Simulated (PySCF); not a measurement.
# Frequency calculation, with input and output: Ta3

Ta3, multiplicity 6, computed with UKS-based PBE0, Ta def2-TZVP with ECP60; non-relativistic Hamiltonian with a scalar-relativistic core potential; density fitting (PySCF 2.14.0).

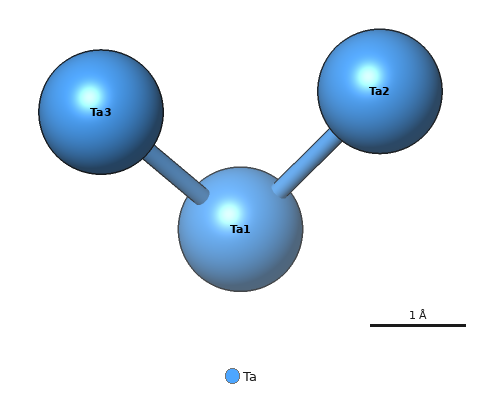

Fig. 1: The structure (ball-and-stick view, seen at an oblique angle; atoms are numbered from 1 in the order of the input). Sticks mark near contacts. Bond lengths as drawn: Ta–Ta 2.37 Å.

**Input file**
```python
from pyscf import gto, scf, dft
mol = gto.M(atom='''
Ta     0.000000    -1.237740     0.000000
Ta     1.476494     0.618870     0.000000
Ta    -1.476494     0.618870     0.000000''',
    basis={'Ta': 'def2-TZVP'},
    ecp={'Ta': 'def2-TZVP'},
    charge=0, spin=5)
mf = dft.UKS(mol, xc='PBE0')
mf.grids.atom_grid = (75, 302)
aux = {'Ta': 'def2-universal-JKFIT'}
mf = mf.density_fit(auxbasis=aux)
mf.conv_tol = 1e-09
mf.diis_space = 10
mf.max_cycle = 60
mf.verbose = 4
mf.kernel()
```

The script is an equivalent of the set-up of the self-consistent field. The run itself was carried out by a driver, which started from the orbitals of the step before it where there was one and computed the further properties.

Command:
```bash
OMP_NUM_THREADS=4 python axn.py task.json out
```

**Output**
```
init E= -170.700886277327
  alpha nocc = 22  HOMO = -0.126985551011371  LUMO = -0.0258391826465827
  beta  nocc = 17  HOMO = -0.159431328525574  LUMO = -0.0886894670244764
  HOMO = -0.126985551011  LUMO = -0.0886894670245  gap/eV = 1.04209
cycle= 1 E= -170.700886277601  delta_E= -2.74e-10  |g|= 1.68e-05  |ddm|= 7.89e-05
  alpha nocc = 22  HOMO = -0.126982784006218  LUMO = -0.0258374872091958
  beta  nocc = 17  HOMO = -0.159434430045921  LUMO = -0.0886895329508719
  HOMO = -0.126982784006  LUMO = -0.0886895329509  gap/eV = 1.04201
cycle= 2 E= -170.700886273828  delta_E= 3.77e-09  |g|= 9.27e-05  |ddm|= 0.000127
  alpha nocc = 22  HOMO = -0.126984865987941  LUMO = -0.0258387275484213
  beta  nocc = 17  HOMO = -0.159431506300933  LUMO = -0.0886893081639468
  HOMO = -0.126984865988  LUMO = -0.0886893081639  gap/eV = 1.04208
cycle= 3 E= -170.700886278509  delta_E= -4.68e-09  |g|= 6.43e-06  |ddm|= 7.26e-05
  alpha nocc = 22  HOMO = -0.126984721368296  LUMO = -0.0258386107982327
  beta  nocc = 17  HOMO = -0.159431281555729  LUMO = -0.0886891832088921
  HOMO = -0.126984721368  LUMO = -0.0886891832089  gap/eV = 1.04207
cycle= 4 E= -170.700886278098  delta_E= 4.11e-10  |g|= 7.47e-06  |ddm|= 5.6e-05
  alpha nocc = 22  HOMO = -0.126984753133362  LUMO = -0.0258386325525661
  beta  nocc = 17  HOMO = -0.159431365032055  LUMO = -0.0886892040873231
  HOMO = -0.126984753133  LUMO = -0.0886892040873  gap/eV = 1.04207
cycle= 5 E= -170.700886276921  delta_E= 1.18e-09  |g|= 1.04e-05  |ddm|= 0.000228
  alpha nocc = 22  HOMO = -0.126985189950501  LUMO = -0.0258389526403229
  beta  nocc = 17  HOMO = -0.159431718123533  LUMO = -0.0886894561544214
  HOMO = -0.126985189951  LUMO = -0.0886894561544  gap/eV = 1.04208
cycle= 6 E= -170.70088627665  delta_E= 2.71e-10  |g|= 1.03e-06  |ddm|= 0.000202
  alpha nocc = 22  HOMO = -0.126985063308935  LUMO = -0.0258388649397645
  beta  nocc = 17  HOMO = -0.159431654346406  LUMO = -0.0886894233930171
  HOMO = -0.126985063309  LUMO = -0.088689423393  gap/eV = 1.04208
cycle= 7 E= -170.700886276661  delta_E= -1.1e-11  |g|= 9.23e-07  |ddm|= 8.76e-06
  alpha nocc = 22  HOMO = -0.126984956354846  LUMO = -0.0258388060873163
  beta  nocc = 17  HOMO = -0.159431715304382  LUMO = -0.0886894099896067
  HOMO = -0.126984956355  LUMO = -0.0886894099896  gap/eV = 1.04207
Extra cycle  E= -170.700886276671  delta_E= -9.55e-12  |g|= 2.05e-06  |ddm|= 7.68e-06
converged SCF energy = -170.700886276671  <S^2> = 8.8488648  2S+1 = 6.0328649
```

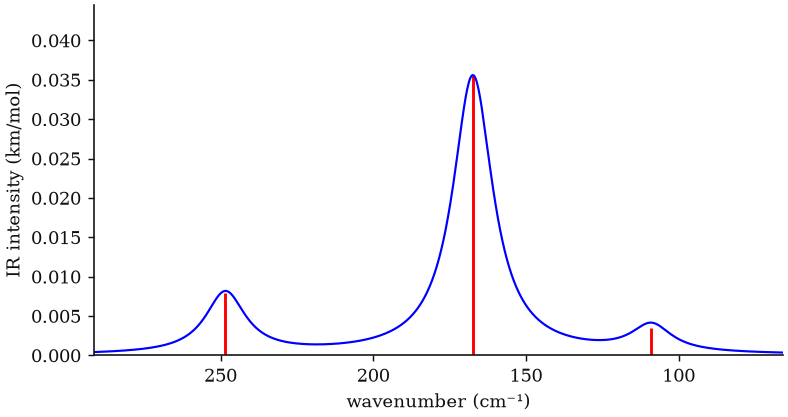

Fig. 2: Harmonic infrared spectrum, unscaled: sticks (degenerate modes added up, dark ones marked on the axis) with a Lorentzian envelope of 16 cm⁻¹ full width, scaled to the tallest stick. 3 modes from 109 to 248 cm⁻¹, none imaginary. The strongest line is at 167 cm⁻¹ (0.0 km/mol). All modes, in cm⁻¹ (km/mol): 109 (0.0), 167 (0.0), 248 (0.0).

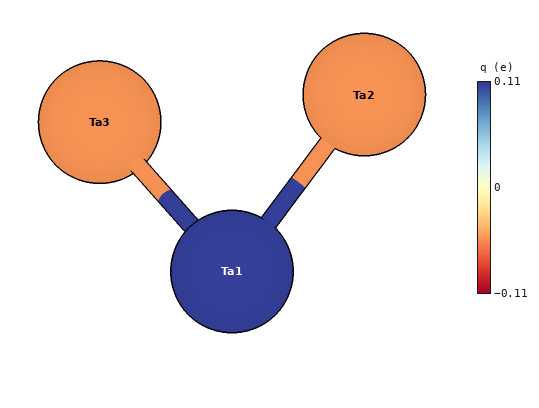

Fig. 3: Mulliken charges, as the colour of each atom (ball-and-stick view, seen at a tilt; atoms are numbered from 1 in the order of the input). By element: Ta −0.05 to +0.11 e.

**Results in brief**

```csv
quantity,value
outcome,converged
total energy,−170.700886 hartree
⟨S²⟩,8.849
zero-point energy,0.001195 hartree
dipole moment,0.06 D
"wavenumbers, lowest and highest",109 and 248 cm⁻¹
hardware,"4 threads of Arm Neoverse V1, 24 GiB of memory available, shared host"
wall time,82 s (CPU time 4.6 min)
peak memory,1.1 GiB
```
